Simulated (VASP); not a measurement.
Band structure of Gd (hcp). These are rev-vdW-DF2, VASP's PBE PAW potentials (set 64) (plane waves; VASP 6.6.1) values and carry that method's errors.

The 4f electrons are frozen in the core of the lanthanide potential, so 4f levels, which can set the real gap, and their magnetism are missing.

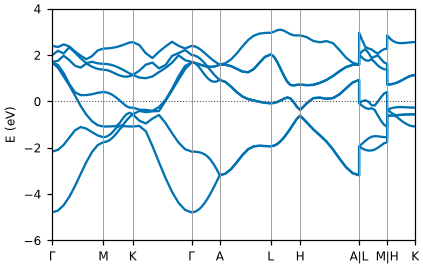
Figure: Bands along high-symmetry lines, zero at the valence-band maximum or, without a gap, the Fermi level

**Question.** Read the plot: is there a gap, and where are the band edges?

**Answer.** It has no gap at this level: it comes out as a metal or semimetal. (Edges off the drawn lines would not show.)

The compound is Gd in the hcp structure. It was relaxed first.
